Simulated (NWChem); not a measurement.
# Si2H6 (disilane): SVWN5/6-311G(d,p)

What is the vertical ionisation energy of Si2H6 (disilane) at SVWN5/6-311G**? 

The results are computed with NWChem 7.3.0.

**1. The molecule**

Si2H6: 8 atoms, total charge 0, spin state singlet. SMILES: `[SiH3][SiH3]`. Geometry: relaxed at PBE0-D4/def2-TZVP.

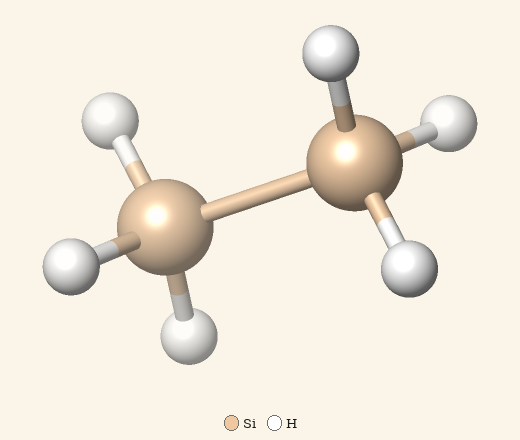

Viewed from a chosen angle; silicon light orange, hydrogen white.

**2. A single-point energy at SVWN5/6-311G(d,p)**

h6si2.nw reads:

```
START h6si2
TITLE "H6Si2"
memory stack 880 mb heap 220 mb global 1100 mb

GEOMETRY noautosym nocenter noautoz
 Si      -0.340500       0.490200      -1.004900
 Si       0.363500      -0.504400       0.991000
 H        0.833900       0.948200      -1.794900
 H       -1.112900      -0.483900      -1.821900
 H       -1.208000       1.664100      -0.717900
 H        1.139000       0.468600       1.806300
 H        1.228100      -1.680500       0.704000
 H       -0.811000      -0.959200       1.782600
END

BASIS spherical bse
 * library 6-311G**
END

DFT
 xc slater vwn_5
 grid fine
 convergence energy 1e-08
 maxiter 100
 mulliken
 noprint "final vectors analysis"
END

TASK dft energy
```

The run is started by

```bash
nwchem h6si2.nw > h6si2.out
```

What it wrote:

```text
[...]
          Wavefunction type:  closed shell.
          No. of atoms     :     8
          No. of electrons :    34
[...]
          Charge           :     0
          Spin multiplicity:     1
[...]
          AO basis - number of functions:    88
[...]
              XC Information
              --------------
                        Slater Exchange Functional  1.000 local
                      VWN V Correlation Functional  1.000 local
[...]
 d= 0,ls=0.0,diis     1   -580.1702642056 -6.71D+02  4.62D-03  3.53D+00     2.7
[...]
 d= 0,ls=0.0,diis     8   -580.2099377142 -8.96D-11  2.01D-08  3.07D-12    14.3
         Total DFT energy =     -580.209937714228
      One electron energy =     -986.760306970084
           Coulomb energy =      357.320192235987
    Exchange-Corr. energy =      -41.542910715021
 Nuclear repulsion energy =       90.773087734890
[...]
      Total Density - Mulliken Population Analysis
     ---------------------------------------------
    Atom       Charge   Shell Charges
 -----------   ------   -------------------------------------------------------
    1 Si  14    13.87   0.78  1.19  0.93  1.05  0.86  0.54  1.98  3.87  0.72  1.53  0.32  0.09
    2 Si  14    13.87   0.78  1.19  0.93  1.05  0.86  0.54  1.98  3.87  0.72  1.53  0.32  0.09
    3 H    1     1.04   0.23  0.54  0.26  0.01
    4 H    1     1.04   0.23  0.54  0.26  0.01
    5 H    1     1.04   0.23  0.54  0.26  0.01
    6 H    1     1.04   0.23  0.54  0.26  0.01
    7 H    1     1.04   0.23  0.54  0.26  0.01
    8 H    1     1.04   0.23  0.54  0.26  0.01
[...]
```

Run time: 15 s. Hardware: 1 thread of Intel Xeon Platinum 8259CL at 2.50GHz (Skylake/Cascade Lake), shared host; peak memory 0.12 GiB.

**3. The doublet cation, same level**

run.xyz reads:

```xyz
8
H6Si2 SVWN5
Si    -0.340500     0.490200    -1.004900
Si     0.363500    -0.504400     0.991000
H      0.833900     0.948200    -1.794900
H     -1.112900    -0.483900    -1.821900
H     -1.208000     1.664100    -0.717900
H      1.139000     0.468600     1.806300
H      1.228100    -1.680500     0.704000
H     -0.811000    -0.959200     1.782600
```

run.nw reads:

```
start run
title "H6Si2 SVWN5"
memory total 2200 mb
charge 1
geometry noautosym nocenter noautoz
 load format xyz run.xyz
end
basis "ao basis" spherical bse
 * library 6-311G**
end
dft
 xc slater vwn_5
 mult 2
 grid fine
 convergence energy 1e-08
 iterations 100
 mulliken
 print low
end
task dft
```

The run is started by

```bash
nwchem run.nw > run.out
```

What it wrote:

```text
[...]
 d= 0,ls=0.0,diis     1   -579.7273337762 -6.71D+02  4.32D-03  1.77D+00     2.3
[...]
 d= 0,ls=0.5,diis    14   -579.8231558517 -9.76D-09  4.25D-07  8.23D-10    27.5
[...]
         Total DFT energy =     -579.823155855990
      One electron energy =     -978.346867876978
           Coulomb energy =      349.005267150166
    Exchange-Corr. energy =      -41.254642864069
 Nuclear repulsion energy =       90.773087734890
[...]
      Total Density - Mulliken Population Analysis
     ---------------------------------------------
    Atom       Charge   Shell Charges
 -----------   ------   -------------------------------------------------------
    1 Si  14    13.74   0.78  1.19  0.93  1.05  0.93  0.55  1.98  3.87  0.69  1.51  0.17  0.09
    2 Si  14    13.74   0.78  1.19  0.93  1.05  0.93  0.55  1.98  3.87  0.69  1.51  0.17  0.09
    3 H    1     0.92   0.22  0.52  0.17  0.01
    4 H    1     0.92   0.22  0.52  0.17  0.01
    5 H    1     0.92   0.22  0.52  0.17  0.01
    6 H    1     0.92   0.22  0.52  0.17  0.01
    7 H    1     0.92   0.22  0.52  0.17  0.01
    8 H    1     0.92   0.22  0.52  0.17  0.01
[...]
      <S2> =      0.7508 (Exact =     0.7500)
[...]
```

Wall time 30 s (1 thread of Intel Xeon Platinum 8259CL at 2.50GHz (Skylake/Cascade Lake), shared host); peak memory 0.12 GiB.

**4. Outcome**

Level: SVWN5/6-311G**.

| quantity | value |
| --- | --- |
| singlet Si2H6: total energy | -580.20994 Eh |
| singlet Si2H6: dipole moment | 0.00 D |
| doublet cation: total energy | -579.82316 Eh |
| doublet cation: ⟨S²⟩ | 0.751 |
| vertical ionisation energy (to the doublet cation) | 10.525 eV |

Removing an electron at fixed nuclei costs 10.52 eV (243 kcal/mol). Mulliken charges (singlet Si2H6) run from -0.04 on H3 to +0.13 on Si1. Mulliken charges (doublet cation) run from +0.08 on H3 to +0.26 on Si1.
